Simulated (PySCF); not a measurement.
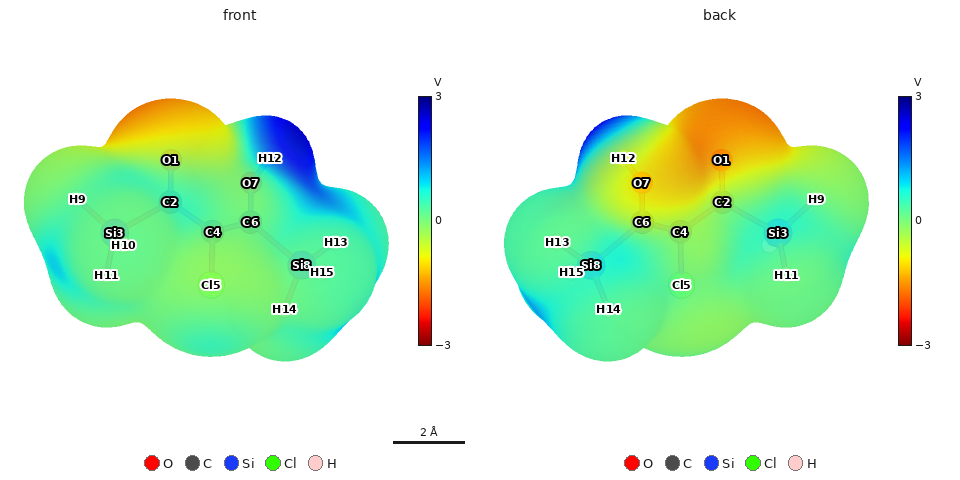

Figure 1: C$_{3}$H$_{7}$ClO$_{2}$Si$_{2}$ (SMILES O=C([SiH3])/C(Cl)=C(\O)[SiH3]). The electrostatic potential painted on the density surface at 0.001 e/bohr³, seen from the front and from behind; the colour scale runs from red (negative) to blue (positive).

Geometry: GFN2-xTB.

All numbers below come from PBE0/pcSseg-1, SCF density, in a methanol solvent model, non-relativistic (PySCF 2.14.0).

Input file:

```
{"job": {"kind": "nmr", "xc": "PBE0", "basis": "pcSseg-1", "solvent": "methanol", "pop": false}, "charge": 0, "multiplicity": 1}
O      1.500492    -1.837173     0.109124
C      1.342874    -0.654539     0.332446
Si     2.779298     0.453217     0.974241
C      0.028791    -0.010010     0.151436
Cl    -0.151003     1.490981     0.973494
C     -1.006877    -0.440403    -0.586483
O     -0.863757    -1.551794    -1.376490
Si    -2.632993     0.541687    -0.719644
H      3.991153    -0.343760     0.818341
H      2.514217     0.752464     2.380418
H      2.817349     1.669935     0.165435
H     -1.274092    -2.321709    -0.971989
H     -3.498965    -0.256706    -1.586763
H     -2.352347     1.855119    -1.290275
H     -3.194142     0.652690     0.626711
```

Command:

```sh
OMP_NUM_THREADS=1 python ens_run.py task.json out
```

**Which sites attract a positive test charge, and which a negative one?**

A positive charge is drawn to the negative regions and a negative charge to the positive ones. The most negative region (about −1.7 V) lies over O1 and O7, the most positive (about +2.5 V) over H12. Cl5 shows a σ-hole: about +0.5 V at the tip opposite its bond, against about −0.1 V on its flanks.

**How polar is the molecule by this calculation?**

Its dipole moment is 2.81 D.
